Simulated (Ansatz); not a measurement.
Reaction (SMILES): BN (BH2-NH2) → B atom + 4 H atom + N atom
B3LYP-D3(BJ)/def2-TZVP geometries, fixed; electronic energies without zero-point terms.

Basis-set convergence of the atomisation energy at CCSD(T) with Ansatz (a first-principles code). Cartesian d functions, on some or all atoms, in 6-31G*, 6-31+G*; all else is spherical. Cores are frozen. Open shells are unrestricted. No added dispersion term, no relativity. Functions are those of the species that has most. Reference: Hartree-Fock in aug-cc-pVQZ plus the correlation part extrapolated as X^-3 from aug-cc-pVTZ and aug-cc-pVQZ, 499.98 kcal/mol, itself unsure by roughly 1.60 kcal/mol (a third of the extrapolation step and of the last Hartree-Fock step). Deviations are taken from unrounded values.

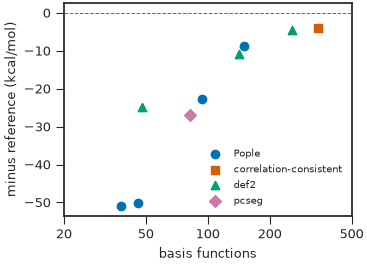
Figure. Deviation from the reference against the number of basis functions, by family of sets.

```
basis              functions  atomisation energy (kcal/mol)  minus reference (kcal/mol)
-----------------  ---------  -----------------------------  --------------------------
6-31G*                    38                         449.06                      -50.92
6-31+G*                   46                         449.70                      -50.28
def2-SVP                  48                         475.16                      -24.82
aug-pcseg-1               82                         473.11                      -26.87
6-311++G(2d,2p)           94                         477.18                      -22.80
def2-TZVPPD              142                         489.01                      -10.97
6-311++G(3df,3pd)        150                         491.22                       -8.76
def2-QZVPPD              258                         495.48                       -4.49
aug-cc-pVQZ              344                         496.07                       -3.91
```
